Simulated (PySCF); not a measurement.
Consider FH₃Si···HCN.

Input file:

```
{"job": {"kind": "inter", "xc": "wB97M-D3(BJ)", "basis": "def2-TZVPD", "pairs": false}, "charge": 0, "multiplicity": 1, "parts": [{"atoms": "0-4", "charge": 0, "multiplicity": 1}, {"atoms": "5-7", "charge": 0, "multiplicity": 1}]}
Si    -0.184475     0.100011    -0.005965
F      1.376658     0.277285     0.351753
H     -0.681941     1.407228    -0.489298
H     -0.287159    -0.936716    -1.057152
H     -0.881835    -0.318594     1.230259
C      4.470906     0.888418     0.611298
N      5.576437     1.188257     0.644980
H      3.435617     0.611448     0.576604
```

Run with:

```sh
OMP_NUM_THREADS=1 python cluster_run.py task.json out
```

Geometry: PBE0-D3(BJ)/def2-TZVPD.

All numbers below come from wB97M-D3(BJ)/def2-TZVPD, SCF density, gas phase (PySCF 2.14.0).

What can the converged electron density and electron localisation function tell about the bonding?

Answer. F2···H8 (2.10 Å): the density falls to about 0.09 e/Å³ on the way; the ELF dips to about 0 between them.
C–N (1.15 Å): ρ is about 3.8 e/Å³ halfway; the ELF peaks at about 0.90 between the atoms (a multiple bond).
Si–F (1.61 Å): ρ at the midpoint is about 1.1 e/Å³; the ELF peaks at about 0.85 in the valence shell of F, 0.6 Å from its nucleus, and is about 0.50 at the midpoint.
C–H (1.07 Å): ρ at the midpoint is about 2.1 e/Å³; the ELF climbs to about 1 towards the hydrogen, as it does in any bond to H; a covalent bond by its length.

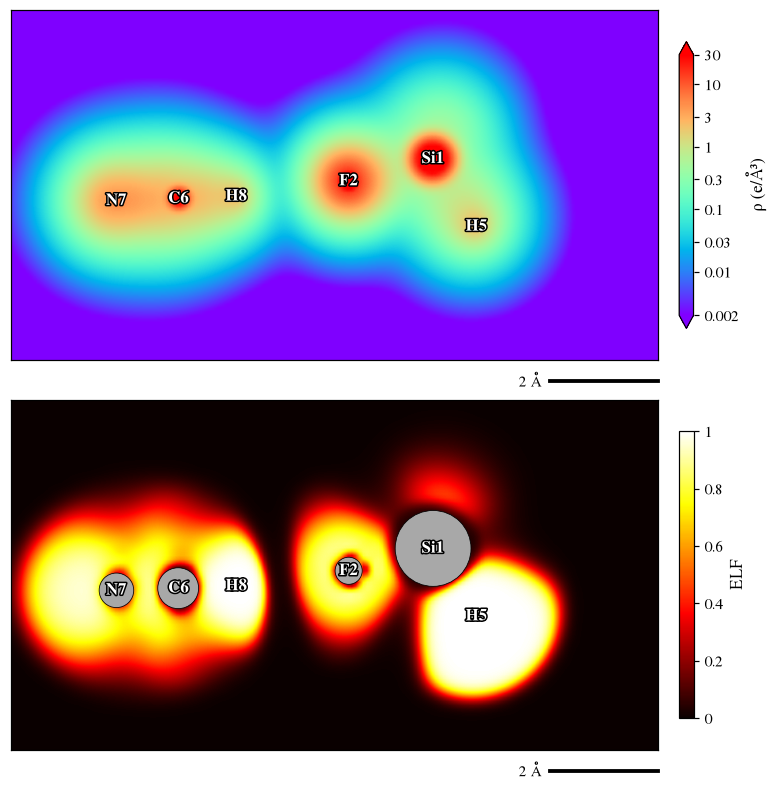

Computed electron density and electron localisation function on the plane of atoms F2, Si1 and H5, in this order. Grey discs cover the atomic cores in the ELF map. 
